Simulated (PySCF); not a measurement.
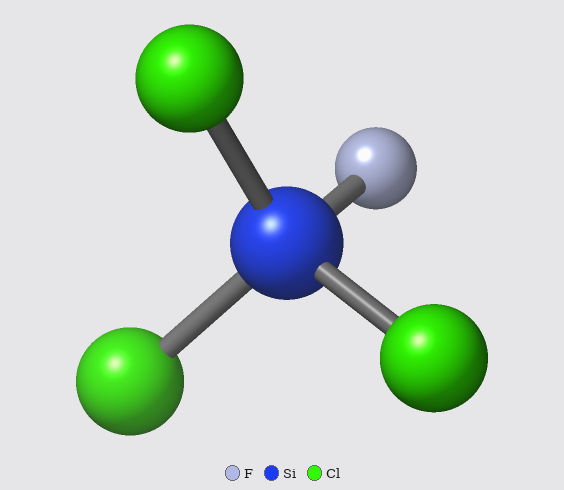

A ball-and-stick model of a molecule. Every bond is drawn as one stick, whatever its order.

The computed structure is the end point of a PBE0-D3(BJ)/def2-SVP optimisation. No frequency run is at hand to confirm it as a minimum.

Which formula does it have?

Answer. SiCl₃F, 5 atoms: 1 silicon, 3 chlorine and 1 fluorine.

How many bonds of each kind are drawn?

Answer. 3 Cl–Si, 1 F–Si.

Which point group does it belong to?

Answer. C3v.

The parts below concern this one geometry. Atoms keep their numbers from picture to picture.

**Electronic properties**

No frequency run is at hand to confirm it as a minimum. Level of theory: PBE0/def2-TZVPD, gas phase (PySCF 2.14.0). Excitations: vertical, linear response.

Computed properties:

- dipole moment: 0.65 D
- HOMO energy (Kohn–Sham orbital): −9.69 eV
- LUMO energy (Kohn–Sham orbital): −0.80 eV
- HOMO–LUMO gap: 8.90 eV
- mean static polarisability: 63.4 bohr³
- lowest vertical singlet excitation: 7.47 eV
- its oscillator strength: 0.000
- brightest of the 10 lowest singlets: 8.41 eV
- its oscillator strength: 0.05

**Quadrupole coupling**

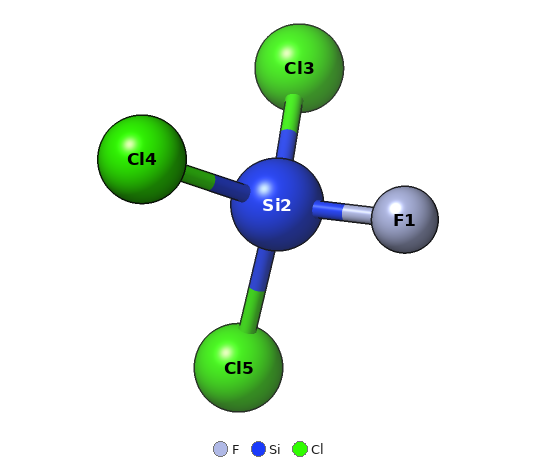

No frequency run is at hand to confirm it as a minimum. Electric field gradients from the ground-state density, B3LYP/cc-pVTZ (PySCF 2.14.0), non-relativistic apart from any core potentials.

Give the largest field-gradient component, the quadrupole coupling constant and the asymmetry for 35Cl at Cl3 (Q = −81.7 mb).

```csv
atom,V_zz (a.u.),e²qQ/h (MHz),η
Cl3,2.153,−41.3,0.02
```

**Core levels**

No frequency run is at hand to confirm it as a minimum. Method: delta-SCF UKS SCAN, def2-TZVP on the ionised atom, pcseg-1 elsewhere, spin-free X2C (PySCF 2.14.0).

Give the core-electron binding energies (to vacuum; p and d levels without spin–orbit splitting) of F1 1s, Si2 1s, Si2 2p, Cl3 1s, Cl3 2p.

```tsv
atom	level	binding energy (eV)
F1	1s	694.3
Si2	1s	1854.8
Si2	2p	111.1
Cl3	1s	2834.0
Cl3	2p	208.3
```
